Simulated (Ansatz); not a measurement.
| atom | x (Å) | y (Å) | z (Å) |
| --- | --- | --- | --- |
| C | 1.1187 | 0.0503 | -1.3792 |
| O | 0.3542 | 0.2789 | -0.2346 |
| Se | 1.0592 | 1.5203 | -2.7444 |
| H | 0.6862 | 1.0700 | 0.2022 |
| H | 2.1768 | -0.1274 | -1.1725 |
| H | 0.6956 | -0.8153 | -1.8835 |
| H | 2.2519 | 2.2104 | -2.2247 |

Geometry: B3LYP-D3(BJ)/6-311G**.

Level of theory: Ansatz, isolated molecule in a Gaussian basis; Kohn-Sham density functional theory, functional PBE0.

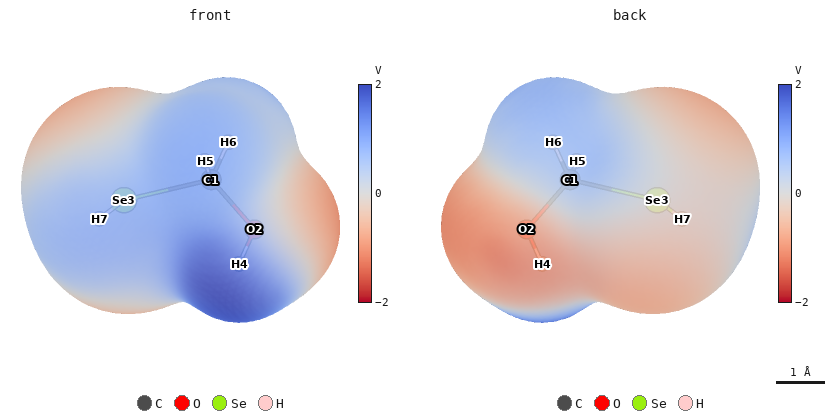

CH$_{4}$OSe (SMILES OC[SeH]). The electrostatic potential painted on the density surface at 0.001 e/bohr³, seen from the front and from behind; the colour scale runs from red (negative) to blue (positive).

### Which sites attract a positive test charge, and which a negative one?

A positive charge is drawn to the negative regions and a negative charge to the positive ones. The most negative region (about −1.1 V, or −25 kcal/mol for a unit charge) lies over O2, the most positive (about +1.9 V, or +44 kcal/mol for a unit charge) over H4. O2 is the likeliest acceptor of a hydrogen bond.
